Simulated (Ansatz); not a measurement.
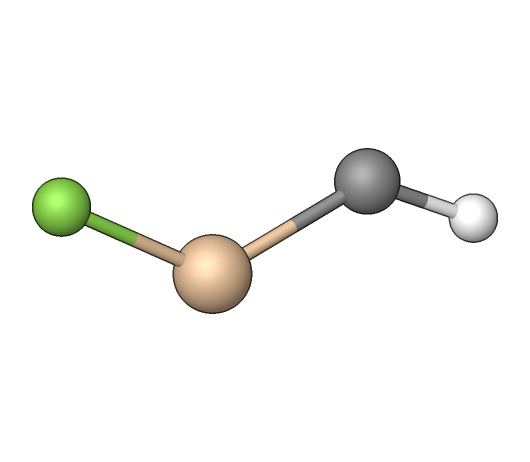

A ball-and-stick model of a molecule. Colours: fluorine green, carbon grey, silicon light orange, hydrogen white.

The computed structure is the end point of a PBE0-D4/def2-TZVP optimisation. No frequency run is at hand to confirm it as a minimum.

Description:

It has 4 atoms: 1 carbon, 1 hydrogen, 1 fluorine and 1 silicon (CHFSi). The point group is Cs. All atoms lie on one plane. Coordination: 1 C bent; 1 Si bent.

More results for the same structure follow; atom numbers are the same in all pictures, views and colours differ.

**Geometry**

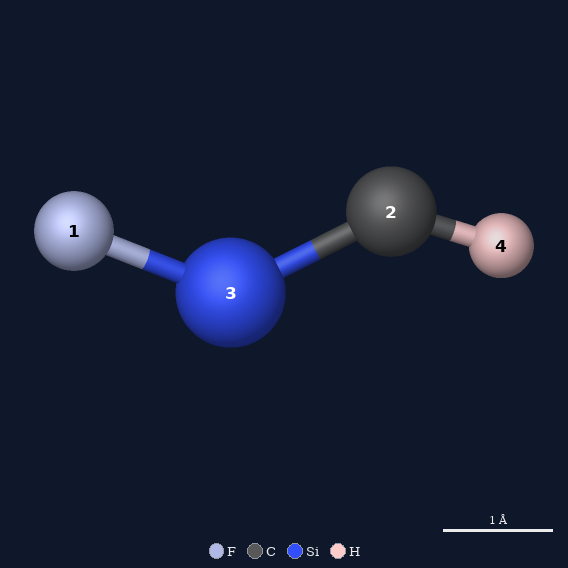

Numbered structure. No frequency run is at hand to confirm it as a minimum.

Which atoms are bonded, and how long are the bonds?

```tsv
bond	length (Å)
F1–Si3	1.588
C2–Si3	1.662
C2–H4	1.084
```

**Charges**

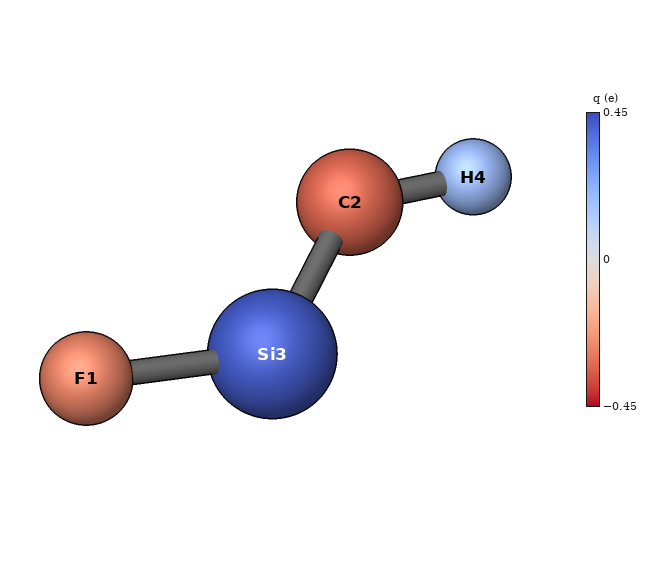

Atoms are coloured by their Mulliken charges. No frequency run is at hand to confirm it as a minimum. Method: RKS PBE0-D4/def2-TZVP (Ansatz 0.2.0).

Give the Mulliken charges atom by atom.

```
atom  value (e)
  F1      −0.26
  C2      −0.32
 Si3       0.41
  H4       0.18
```

**Electronic properties**

No frequency run is at hand to confirm it as a minimum. Level of theory: RKS PBE0-D4/def2-TZVPP (Ansatz 0.2.0).

Estimate the HOMO–LUMO gap.

3.17 eV.

Estimate the HOMO energy (Kohn–Sham orbital).

−6.96 eV.

**Dipole moment**

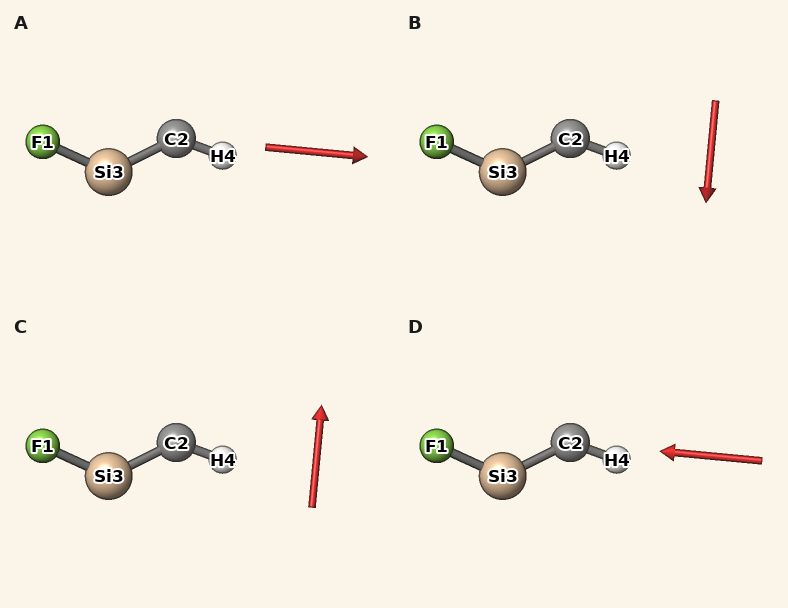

The same molecule four times, each with an arrow. No frequency run is at hand to confirm it as a minimum. Properties computed with RKS PBE0-D4/def2-TZVP (Ansatz 0.2.0).

Which arrow points along the dipole moment, from the negative to the positive end?

B. The dipole moment is 1.01 D; it points from the side of C2 to the side of Si3 (the outermost atoms at the two ends).

Mulliken values depend strongly on the basis set and can even reverse the polarity of a bond.
